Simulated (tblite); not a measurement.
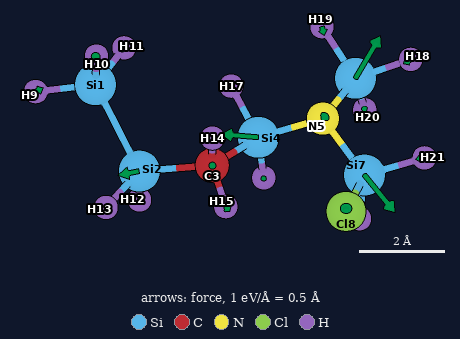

Starting geometry of CH₁₄ClNSi₅ with the computed forces as green arrows. The picture is a ball-and-stick view, seen at a tilt.

Computed with GFN2-xTB geometry optimisation, gas phase (tblite 0.8.0). 

> Is this structure relaxed? If not, where do the atoms go?

It isn't relaxed: the largest force vector, on Si atoms, is 2.71 eV/Å. The final displacements have little in common with the starting forces (cosine between the two patterns 0.13). Over 108 geometry steps the energy falls by 16.2 kcal/mol. The atom that moves furthest after the best rigid fit is the Cl atom (1.09 Å). By element the largest moves are Cl 1.09 Å, H 1.05 Å, N 0.60 Å, Si 0.43 Å, C 0.32 Å. Some distances before and after: N–Si 1.699 → 1.752 Å, Cl–Si 2.050 → 2.005 Å, N–Si 1.689 → 1.731 Å, C–Si 1.855 → 1.889 Å. Bond angles that change, for instance: Si–N–Si 107.5° → 121.0°, Si–N–Si 108.9° → 119.9°, Si–C–Si 107.4° → 114.4°. Cost: 1.4 s on 1 thread of AMD EPYC 9R45 96-Core Processor (shared host).
